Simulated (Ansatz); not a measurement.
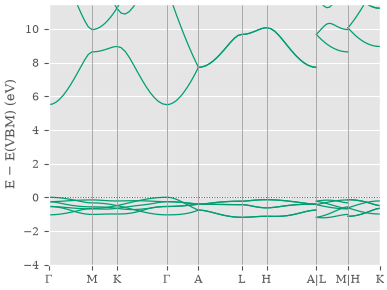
Band structure from PBE (plane waves, PAW; program Ansatz)

**Question.** Read off the gap and where the band edges lie.

**Answer.** About 5.5 eV (5.50 eV by a search for the band edges); maximum at Γ, minimum at Γ.

The material is NaF in space group P6_3/mmc (No. 194; Na on 2d, F on 2c).

The start of the workflow was typed in or built on a structure type; neither database checked (COD, Materials Project) lists it. It is not the phase usual at ambient conditions (space group No. 225). The cell was relaxed with PBE under the symmetry of its start; whether a distortion lowers the energy is not shown.

Potentials: the later of the program's two PAW sets.
